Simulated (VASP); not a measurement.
Band structure of ZnSe (zinc blende). Computed with AM05 GGA, VASP's PBE PAW potentials (set 64) (plane waves; VASP).

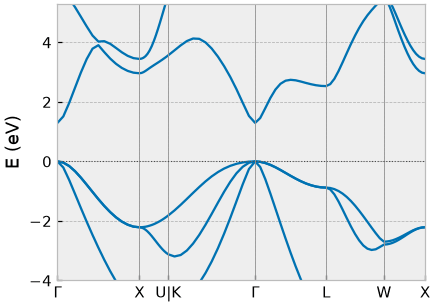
Bands along high-symmetry lines, zero at the valence-band maximum or, without a gap, the Fermi level

Problem. Read the plot: is there a gap, and where are the band edges?

Solution. The gap is direct, 1.30 eV, from the valence maximum at Γ to the conduction minimum at Γ. (Edges off the drawn lines would not show.)

Measured: gap 2.87 eV (computed value off by -1.57 eV), as given by Wei Chen et al., Physical Review Materials (2018), doi:10.1103/physrevmaterials.2.073803 [zero-point renormalisation of 0.05 eV added back (the table's ZPR column)].

The compound is ZnSe in the zinc blende structure. It was relaxed first.
